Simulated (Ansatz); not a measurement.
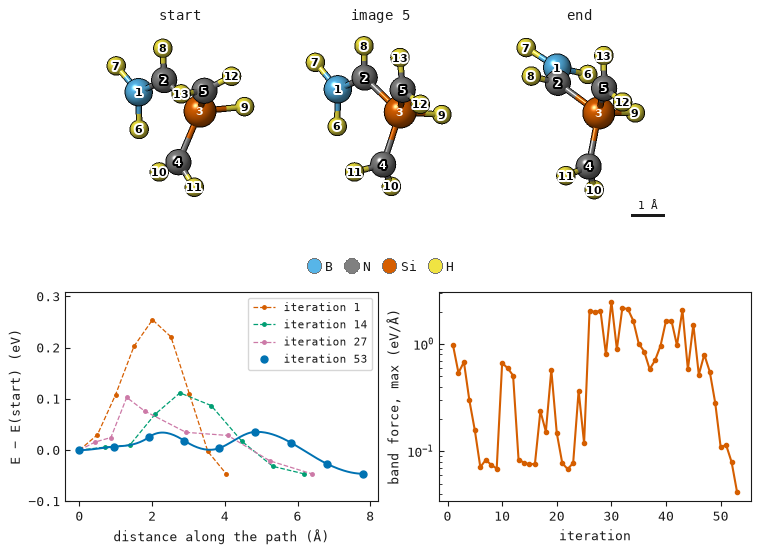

A nudged-elastic-band calculation for BSiN3H8. Images are numbered from 0 (start) to 8 (end). The plot follows the band through its iterations. Style: ball-and-stick. Shown from a free direction.

The calculation used Ansatz, RKS CAM-B3LYP-D4/def2-SVP.

The input:
```yaml
crystal:
  periodic: [false, false, false]
  atoms:
    - { symbol: B, position_ang: [-2.01495, -0.764632, -0.471801] }
    - { symbol: "N", position_ang: [-0.990918, -0.519407, 0.440964] }
    - { symbol: Si, position_ang: [0.419297, 0.536937, 0.305724] }
    - { symbol: "N", position_ang: [0.814588, 0.530092, -1.362648] }
    - { symbol: "N", position_ang: [1.719293, -0.03042, 1.263889] }
    - { symbol: H, position_ang: [-2.001476, -0.215151, -1.551681] }
    - { symbol: H, position_ang: [-2.917172, -1.518978, -0.19078] }
    - { symbol: H, position_ang: [-1.058242, -0.998327, 1.336061] }
    - { symbol: H, position_ang: [0.085959, 1.859899, 0.90769] }
    - { symbol: H, position_ang: [0.096615, 0.341018, -2.052915] }
    - { symbol: H, position_ang: [1.543918, 1.131477, -1.727589] }
    - { symbol: H, position_ang: [2.036404, 0.445648, 2.098161] }
    - { symbol: H, position_ang: [2.287084, -0.832857, 1.019826] }
basis:
  gaussian: { orbitals: def2-SVP }
hamiltonian:
  xc: cam_b3lyp
  dispersion: d4
neb:
  order_check: false
  images: 7
  f_tol: 0.05
  max_iterations: 60
  initial_path: idpp
  final_atoms:
    - { symbol: B, position_ang: [-2.20976028, -0.73014424, 0.02363629] }
    - { symbol: "N", position_ang: [-0.81566527, -0.81763969, 0.04421657] }
    - { symbol: Si, position_ang: [0.35673511, 0.50128947, 0.057562] }
    - { symbol: "N", position_ang: [1.27191343, 0.78037713, -1.3668474] }
    - { symbol: "N", position_ang: [1.49777301, 0.02313619, 1.25276066] }
    - { symbol: H, position_ang: [-2.73942882, 0.35654498, 0.03146293] }
    - { symbol: H, position_ang: [-2.87718729, -1.73880243, 0.00162036] }
    - { symbol: H, position_ang: [-0.41984902, -1.75556105, 0.03855553] }
    - { symbol: H, position_ang: [-0.46089295, 1.72473337, 0.25588875] }
    - { symbol: H, position_ang: [0.90904221, 1.36143877, -2.11336639] }
    - { symbol: H, position_ang: [1.95543228, 0.1116038, -1.70346567] }
    - { symbol: H, position_ang: [2.36248828, 0.53975677, 1.36791588] }
    - { symbol: H, position_ang: [1.18979931, -0.39143406, 2.1249615] }
```

Run as
```bash
ansatz run input.yaml --threads 2 --pin off --max-ram 3072MiB --backend cpu --events-out ev --progress --plain --runs-dir out
```

> Judge this run.

The run is converged, with reservations. The band converged in 53 iterations. The largest component of the band force went from 0.98 to 0.042 eV/Å. The climbing image converged on the top of the path. Its vibrational analysis gives one imaginary mode (95i cm⁻¹), as a transition state must have. The first iteration put the highest image at 0.254 eV. The energy climbs by 0.035 eV to image 5 and then falls by 0.082 eV, so the end point sits at −0.046 eV. The profile has 2 maxima (images 2, 5) with a dip at image 4 (0.004 eV), so the process runs in steps.
